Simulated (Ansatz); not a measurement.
# F2HSi2: the cost of one run

Program: Ansatz 0.2.0. Level of theory: RHF/def2-SVP. These are calculated values, not measurements.

## Step 1: The system as given

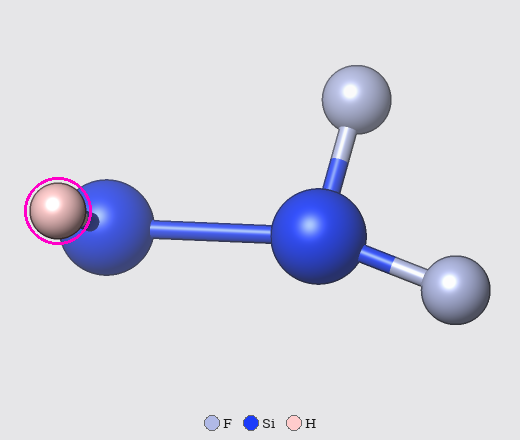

Start, viewed from a chosen angle; fluorine light blue, silicon blue, hydrogen pink. Ringed: H5.

Coordinates:

```xyz
5

F     1.8549   -0.3821    1.2022
Si    0.4990   -0.1469    0.4270
F     0.1542   -1.6461    0.0765
Si   -1.5140    0.7777   -0.2207
H    -0.9940    1.3973   -1.4850
```

## Step 2: Relaxing end A

Input file input.yaml:

```yaml
crystal:
  periodic: [false, false, false]
  atoms:
    - { symbol: F, position_ang: [1.85492, -0.3821, 1.20217] }
    - { symbol: Si, position_ang: [0.499, -0.14687, 0.42703] }
    - { symbol: F, position_ang: [0.15415, -1.64605, 0.07648] }
    - { symbol: Si, position_ang: [-1.51404, 0.77767, -0.22067] }
    - { symbol: H, position_ang: [-0.99403, 1.39734, -1.485] }
total_charge: 1
basis:
  gaussian: { orbitals: def2-SVP }
hamiltonian:
  xc: hf
relax:
  f_tol: 0.02
  max_steps: 50
```

The run is started by

```
> ansatz run input.yaml --threads 1 --pin off --max-ram 2048MiB --backend cpu --events-out ev --progress --plain --runs-dir out
```

Q: Estimate wall time and peak memory on 1 thread of Arm Neoverse V2, shared host.

About 7.9 s, with a peak of 0.11 GiB.
